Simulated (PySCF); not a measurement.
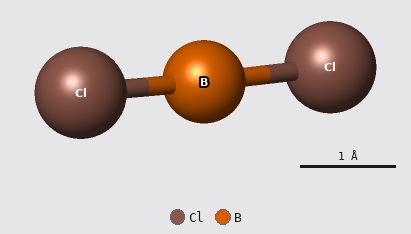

**Figure 1.** The input geometry (ball-and-stick view, seen at an oblique angle). Bond lengths as drawn: B–Cl 1.58 to 1.62 Å.

## Run report: BCl₂ (charge +1), geometry relaxation

BCl₂, charge +1, SMILES Cl[B+]Cl, computed with PBE0/def2-TZVP, RKS, dispersion D4 (PySCF 2.14.0).

The atoms were displaced at random from an optimised geometry.

What the program printed
```
#|     Arguments passed to driver run_optimizer():      |#
customengine              <pyscf.geomopt.geometric_solver.PySCFEngine object>
maxiter                   100
----------------------------------------------------------
Custom engine selected.
Bonds will be generated from interatomic distances less than 1.20 times sum of covalent radii
9 internal coordinates being used (instead of 9 Cartesians)
Internal coordinate system (atoms numbered from 1):
Distance 1-2
Distance 2-3
LinearAngleX 1-2-3
LinearAngleY 1-2-3
Translation-X 1-3
Translation-Y 1-3
Translation-Z 1-3
Rotation-A 1-3
Rotation-B 1-3
Rotation-C 1-3
<class 'geometric.internal.Distance'> : 2
<class 'geometric.internal.LinearAngle'> : 2
<class 'geometric.internal.TranslationX'> : 1
<class 'geometric.internal.TranslationY'> : 1
<class 'geometric.internal.TranslationZ'> : 1
<class 'geometric.internal.RotationA'> : 1
<class 'geometric.internal.RotationB'> : 1
<class 'geometric.internal.RotationC'> : 1
> ===== Optimization Info: ====
> Job type: Energy minimization
> Maximum number of optimization cycles: 100
> Initial / maximum trust radius (Angstrom): 0.100 / 0.300
> Convergence Criteria:
> Will converge when all 5 criteria are reached:
>  |Delta-E| < 1.00e-06
>  RMS-Grad  < 3.00e-04
>  Max-Grad  < 4.50e-04
>  RMS-Disp  < 1.20e-03
>  Max-Disp  < 1.80e-03
> === End Optimization Info ===

Geometry optimization cycle 1
Cartesian coordinates (Angstrom)
 Atom        New coordinates             dX        dY        dZ
  Cl  -1.298812   0.803698  -0.601026    0.000000  0.000000  0.000000
   B  -0.021041   0.006583  -0.000087    0.000000  0.000000  0.000000
  Cl   1.229312  -0.745076   0.607782    0.000000  0.000000  0.000000

WARN: Mole.unit (angstrom) is changed to Bohr

converged SCF energy = -944.680359168378
--------------- DFRKS_Scanner gradients ---------------
         x                y                z
0 Cl    -0.0060557099     0.0043023581    -0.0024808394
1 B     0.0251139182    -0.0162950444     0.0113716567
2 Cl    -0.0190590351     0.0119955964    -0.0088897691
----------------------------------------------
cycle 1: E = -944.680359168  dE = -944.68  norm(grad) = 0.040903
Step    0 : Gradient = 2.362e-02/3.202e-02 (rms/max) Energy = -944.6803591684
Hessian Eigenvalues: 5.00000e-02 5.00000e-02 5.00000e-02 ... 2.50000e-01 4.72777e-01 5.51882e-01

Geometry optimization cycle 2
Cartesian coordinates (Angstrom)
 Atom        New coordinates             dX        dY        dZ
  Cl  -1.300644   0.803105  -0.603111   -0.001832 -0.000593 -0.002085
   B  -0.028851   0.014739  -0.001461   -0.007810  0.008156 -0.001374
  Cl   1.238980  -0.752732   0.611207    0.009668 -0.007656  0.003425
converged SCF energy = -944.681079104378
--------------- DFRKS_Scanner gradients ---------------
         x                y                z
0 Cl    -0.0015852707     0.0013165746    -0.0005163126
1 B     0.0052595162    -0.0038759135     0.0020575783
2 Cl    -0.0036746694     0.0025608826    -0.0015406623
----------------------------------------------
cycle 2: E = -944.681079104  dE = -0.000719936  norm(grad) = 0.00859458
Step    1 : Displace = 1.002e-02/1.277e-02 (rms/max) Trust = 1.000e-01 (=) Grad = 4.962e-03/6.850e-03 (rms/max) E (change) = -944.6810791044 (-7.199e-04) Quality = 1.195
Hessian Eigenvalues: 5.00000e-02 5.00000e-02 5.00000e-02 ... 2.48450e-01 4.22753e-01 5.00812e-01

Geometry optimization cycle 3
Cartesian coordinates (Angstrom)
 Atom        New coordinates             dX        dY        dZ
  Cl  -1.300848   0.801869  -0.604168   -0.000205 -0.001237 -0.001057
   B  -0.030683   0.018611  -0.000412   -0.001831  0.003872  0.001048
  Cl   1.241033  -0.755429   0.611191    0.002053 -0.002697 -0.000016
converged SCF energy = -944.681117844227
--------------- DFRKS_Scanner gradients ---------------
         x                y                z
0 Cl     0.0000436316     0.0001562078     0.0001488898
1 B     0.0000960615    -0.0004249112    -0.0002100259
2 Cl    -0.0001400099     0.0002695509     0.0000613696
----------------------------------------------
cycle 3: E = -944.681117844  dE = -3.87398e-05  norm(grad) = 0.000615132
Step    2 : Displace = 3.347e-03/4.432e-03 (rms/max) Trust = 1.414e-01 (+) Grad = 3.551e-04/4.836e-04 (rms/max) E (change) = -944.6811178442 (-3.874e-05) Quality = 1.088
Hessian Eigenvalues: 4.99997e-02 5.00000e-02 5.00000e-02 ... 2.48450e-01 4.49755e-01 4.99992e-01

Geometry optimization cycle 4
Cartesian coordinates (Angstrom)
 Atom        New coordinates             dX        dY        dZ
  Cl  -1.301038   0.801300  -0.604742   -0.000189 -0.000569 -0.000574
   B  -0.030592   0.019975   0.000624    0.000091  0.001364  0.001037
  Cl   1.241144  -0.756257   0.610720    0.000110 -0.000828 -0.000471
converged SCF energy = -944.68111954668
--------------- DFRKS_Scanner gradients ---------------
         x                y                z
0 Cl     0.0000838355     0.0000539921     0.0001138680
1 B    -0.0002363601    -0.0000674032    -0.0002613702
2 Cl     0.0001523303     0.0000139039     0.0001476264
----------------------------------------------
cycle 4: E = -944.681119547  dE = -1.70245e-06  norm(grad) = 0.000443649
Step    3 : Displace = 1.231e-03/1.726e-03 (rms/max) Trust = 2.000e-01 (+) Grad = 2.561e-04/3.588e-04 (rms/max) E (change) = -944.6811195467 (-1.702e-06) Quality = 1.454
Hessian Eigenvalues: 4.99881e-02 5.00000e-02 5.00000e-02 ... 2.48450e-01 4.66334e-01 5.65392e-01

Geometry optimization cycle 5
Cartesian coordinates (Angstrom)
 Atom        New coordinates             dX        dY        dZ
  Cl  -1.301201   0.800608  -0.605384   -0.000163 -0.000692 -0.000642
   B  -0.030275   0.021466   0.001956    0.000317  0.001491  0.001331
  Cl   1.241004  -0.757094   0.610020   -0.000140 -0.000838 -0.000700
converged SCF energy = -944.681120389952
--------------- DFRKS_Scanner gradients ---------------
         x                y                z
0 Cl     0.0000286106    -0.0000038915     0.0000233462
1 B    -0.0001642073     0.0000719019    -0.0000985474
2 Cl     0.0001355652    -0.0000679426     0.0000752121
----------------------------------------------
cycle 5: E = -944.68112039  dE = -8.43272e-07  norm(grad) = 0.000268096
Step    4 : Displace = 1.439e-03/2.035e-03 (rms/max) Trust = 2.828e-01 (+) Grad = 1.548e-04/2.046e-04 (rms/max) E (change) = -944.6811203900 (-8.433e-07) Quality = 1.139
Hessian Eigenvalues: 4.99605e-02 5.00000e-02 5.00000e-02 ... 2.48450e-01 4.59628e-01 5.45654e-01

Geometry optimization cycle 6
Cartesian coordinates (Angstrom)
 Atom        New coordinates             dX        dY        dZ
  Cl  -1.301195   0.800506  -0.605457    0.000005 -0.000102 -0.000074
   B  -0.030171   0.021668   0.002190    0.000103  0.000202  0.000235
  Cl   1.240898  -0.757200   0.609858   -0.000106 -0.000105 -0.000162
converged SCF energy = -944.681120439417
--------------- DFRKS_Scanner gradients ---------------
         x                y                z
0 Cl     0.0000033388    -0.0000028295     0.0000011880
1 B    -0.0000349059     0.0000215223    -0.0000165708
2 Cl     0.0000315658    -0.0000186927     0.0000153812
----------------------------------------------
cycle 6: E = -944.681120439  dE = -4.94642e-08  norm(grad) = 5.96589e-05
```

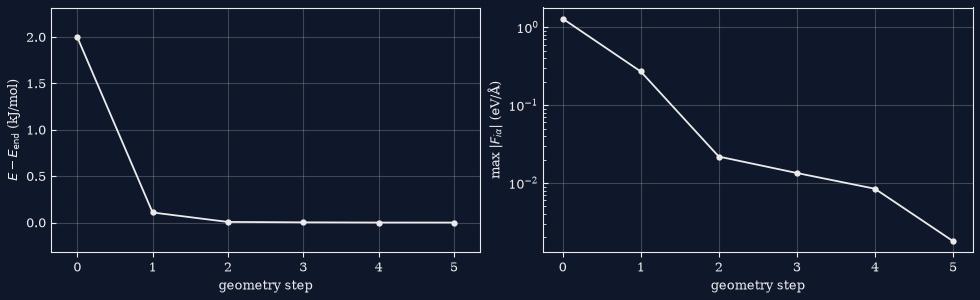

**Figure 2.** Progress of the relaxation, step by step (steps are counted from 0).

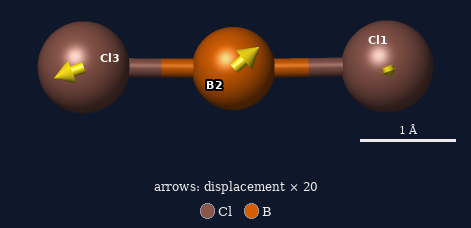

**Figure 3.** The starting structure with the displacements as yellow arrows, magnified 20 times (ball-and-stick view, seen at a tilt). The two geometries are laid on each other by the best rigid fit. Over 5 geometry steps the energy falls by 2.00 kJ/mol. Largest force component: 1.3 eV/Å at the start, 0.0018 eV/Å at the end. B2 moves most after the best rigid fit: 0.018 Å. Largest moves by element: B 0.018 Å, Cl 0.017 Å. Among the contacts that change: B2–Cl3 1.580 → 1.610 Å, Cl1–B2 1.621 → 1.610 Å. (Atoms are counted from 1 in the order of the input.)

```
Step    5 : Displace = 2.355e-04/3.258e-04 (rms/max) Trust = 3.000e-01 (+) Grad = 3.444e-05/4.423e-05 (rms/max) E (change) = -944.6811204394 (-4.946e-08) Quality = 1.135
Hessian Eigenvalues: 4.99605e-02 5.00000e-02 5.00000e-02 ... 2.48450e-01 4.59628e-01 5.45654e-01
Converged! =D

converged: True
Cl         -1.30119532        0.80050570       -0.60545745
B          -0.03017148        0.02166789        0.00219027
Cl          1.24089813       -0.75719974        0.60985797
converged SCF energy = -944.681120439412
E = -944.6811204394 Eh
```

Trajectory as extended XYZ (Å, eV, eV/Å), 6 frames, from step=0 to step=5
```
3
Properties=species:S:1:pos:R:3:forces:R:3 step=0 energy=-25706.06213
Cl   -1.2988    0.8037   -0.6010    0.3114  -0.2212   0.1276
B    -0.0210    0.0066   -0.0001   -1.2914   0.8379  -0.5848
Cl    1.2293   -0.7451    0.6078    0.9801  -0.6168   0.4571
3
Properties=species:S:1:pos:R:3:forces:R:3 step=1 energy=-25706.08172
Cl   -1.3006    0.8031   -0.6031    0.0815  -0.0677   0.0266
B    -0.0289    0.0147   -0.0015   -0.2705   0.1993  -0.1058
Cl    1.2390   -0.7527    0.6112    0.1890  -0.1317   0.0792
3
Properties=species:S:1:pos:R:3:forces:R:3 step=2 energy=-25706.08278
Cl   -1.3008    0.8019   -0.6042   -0.0022  -0.0080  -0.0077
B    -0.0307    0.0186   -0.0004   -0.0049   0.0219   0.0108
Cl    1.2410   -0.7554    0.6112    0.0072  -0.0139  -0.0032
3
Properties=species:S:1:pos:R:3:forces:R:3 step=3 energy=-25706.08282
Cl   -1.3010    0.8013   -0.6047   -0.0043  -0.0028  -0.0059
B    -0.0306    0.0200    0.0006    0.0122   0.0035   0.0134
Cl    1.2411   -0.7563    0.6107   -0.0078  -0.0007  -0.0076
3
Properties=species:S:1:pos:R:3:forces:R:3 step=4 energy=-25706.08285
Cl   -1.3012    0.8006   -0.6054   -0.0015   0.0002  -0.0012
B    -0.0303    0.0215    0.0020    0.0084  -0.0037   0.0051
Cl    1.2410   -0.7571    0.6100   -0.0070   0.0035  -0.0039
3
Properties=species:S:1:pos:R:3:forces:R:3 step=5 energy=-25706.08285
Cl   -1.3012    0.8005   -0.6055   -0.0002   0.0001  -0.0001
B    -0.0302    0.0217    0.0022    0.0018  -0.0011   0.0009
Cl    1.2409   -0.7572    0.6099   -0.0016   0.0010  -0.0008
```

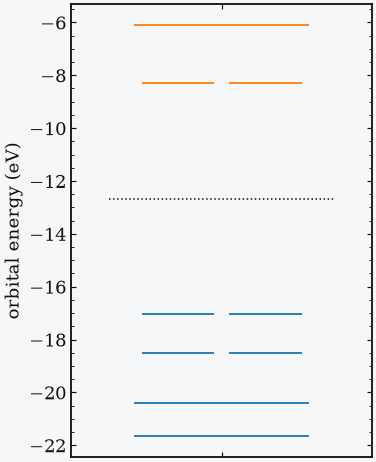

**Figure 4.** Orbital energies near the frontier; the dotted line parts filled from empty levels, and levels within 0.02 eV of each other stand side by side. Highest filled −17.04 eV, lowest empty −8.31 eV, 8.73 eV apart.

The run was set up as follows.

Input (job.py)
```python
from pyscf import gto, dft
from pyscf.geomopt.geometric_solver import kernel as optimise

molecule = gto.M(
    atom='start.xyz',
    basis='def2-tzvp',
    verbose=3,
    spin=0,
    charge=1,
    max_memory=1860,
)

myscf = dft.RKS(molecule)
myscf.xc = 'pbe0'
myscf = myscf.density_fit(auxbasis='def2-universal-jkfit')
myscf.disp = 'd4'
myscf.conv_tol = 1e-09
myscf.max_cycle = 100
myscf.grids.level = 4
converged, mol_eq = optimise(myscf, maxsteps=100)
print('converged:', converged)
print(mol_eq.tostring())

myscf.reset(mol_eq)
molecule = mol_eq
myscf.kernel()
energy = myscf.e_tot
print('E = %.10f Eh' % energy)
```

File start.xyz
```
3
BCl2
Cl    -1.298812     0.803698    -0.601026
B     -0.021041     0.006583    -0.000087
Cl     1.229312    -0.745076     0.607782
```

Run as:
```bash
OMP_NUM_THREADS=1 python job.py
```

Summary

| quantity | value |
| --- | --- |
| outcome | converged |
| total energy | −944.681120 hartree |
| dispersion energy | −0.001837 hartree |
| basis functions | 105 |
| HOMO | −17.04 eV |
| LUMO | −8.31 eV |
| hardware | 1 thread of Arm Neoverse V2, 24 GiB of memory available, shared host |
| wall time | 46 s |
| peak memory | 0.99 GiB |

Notes

Further notes kept with the run: dipole of an ion depends on the origin.
